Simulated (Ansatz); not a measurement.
**CH$_{5}$SSi (SMILES [SiH3]C[S-]) (charge −1): density, localisation and related maps**

```yaml
atoms:
  - { symbol: C, position_ang: [0.6888, -0.4412, -1.3875] }
  - { symbol: S, position_ang: [2.1617, -0.8999, -0.3937] }
  - { symbol: Si, position_ang: [-0.6131, -0.0039, -0.1261] }
  - { symbol: H, position_ang: [-0.2060, 1.1566, 0.7277] }
  - { symbol: H, position_ang: [-0.9512, -1.1610, 0.7618] }
  - { symbol: H, position_ang: [-1.9537, 0.4183, -0.7309] }
  - { symbol: H, position_ang: [0.8808, 0.4188, -2.0551] }
  - { symbol: H, position_ang: [0.3380, -1.2697, -2.0299] }
```

Geometry: PBE0-D3(BJ)/def2-SVPD.

Method: isolated molecule in a Gaussian basis; Kohn-Sham density functional theory, functional PBE0 (Ansatz).

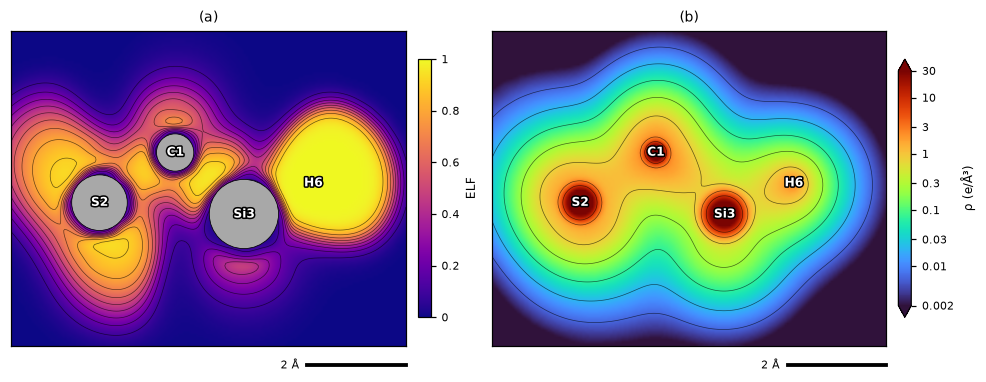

Figure 1. (a) ELF; (b) total electron density on the plane of atoms S2, C1 and Si3. Grey discs cover the atomic cores in the ELF map.

**What do the fields say about this system?**

Atoms in the plane: C, S, Si and H. C–S (1.84 Å): the density is about 1.1 e/Å³ at the midpoint; the ELF peaks at about 0.90 between the atoms: a shared electron pair. C–Si (1.86 Å): ρ at the midpoint is about 0.98 e/Å³; the ELF peaks at about 0.95 between the atoms: a shared electron pair. The ELF also peaks beside S2, away from the bonds: lone-pair regions.

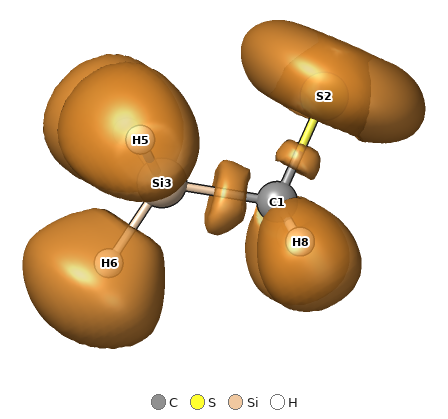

Figure 2. Isosurface of the electron localisation function at 0.8 (orange), seen at a tilt. Core shells and regions of very low density are left out.

**What do the ELF domains correspond to?**

At this value the surface marks out one region between bonded C–S atoms (shared pairs), one region between bonded C–Si atoms (shared pairs), five regions around hydrogen nuclei and one ring or bowl of non-bonding electrons around S.

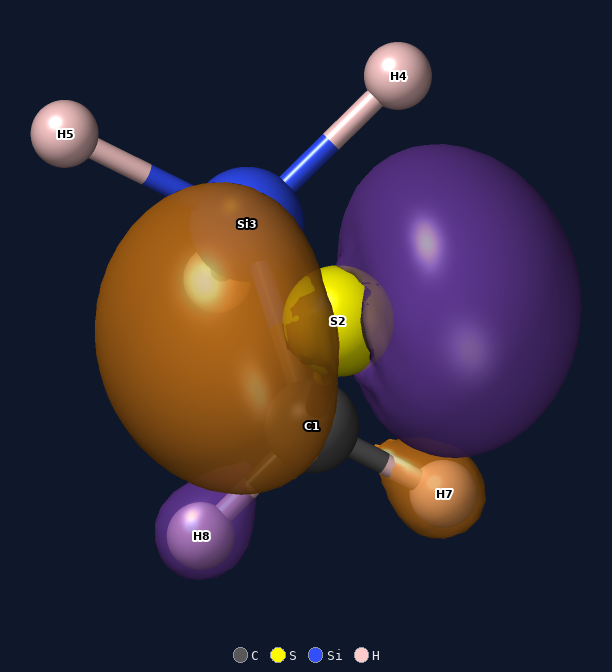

Figure 3. The HOMO−1 at ±0.15 Å⁻³ᐟ² (orange and purple are the two phases), seen at an oblique angle.

**Describe this orbital and give its energy.**

Its weight (Hirshfeld) is mainly on S2 (about 85 %); largely a lone pair of S2. Its energy is −0.38 eV.

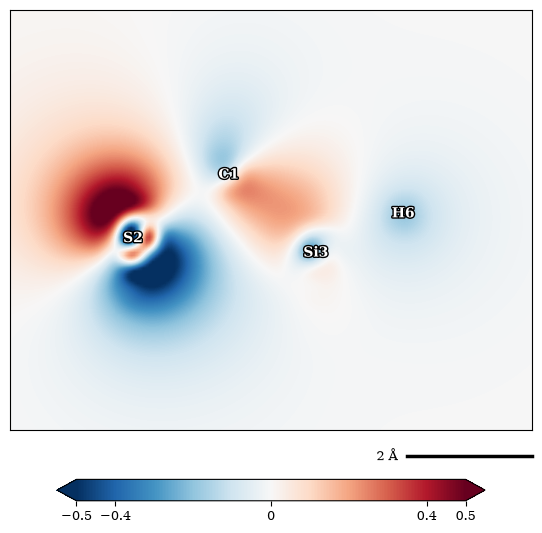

Figure 4. The HOMO on the plane of atoms S2, C1 and Si3 (values in Å⁻³ᐟ²; the overall sign is arbitrary).

**What is the character of this orbital?**

It lies mainly on S2 (about 80 %), Si3 (about 10 %) and C1 (about 5 %); largely a lone pair of S2. Its energy is −0.27 eV.
